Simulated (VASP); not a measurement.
Band structure of La₂O₃ (a-type). These are rev-vdW-DF2, VASP's PBE PAW potentials (set 64) (plane waves; VASP 6.6.1) values and carry that method's errors.

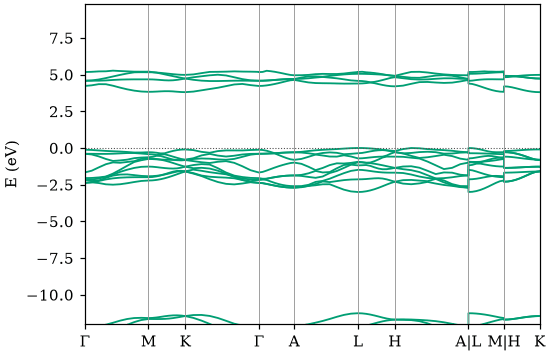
Fig. 1. Bands along high-symmetry lines, zero at the valence-band maximum or, without a gap, the Fermi level

Question: Read the plot: is there a gap, and where are the band edges?

Answer: The gap is indirect, 3.81 eV, from the valence maximum at L to the conduction minimum at K. (Edges off the drawn lines would not show.)

The compound is La2O3 in the a-type structure. It was relaxed first.
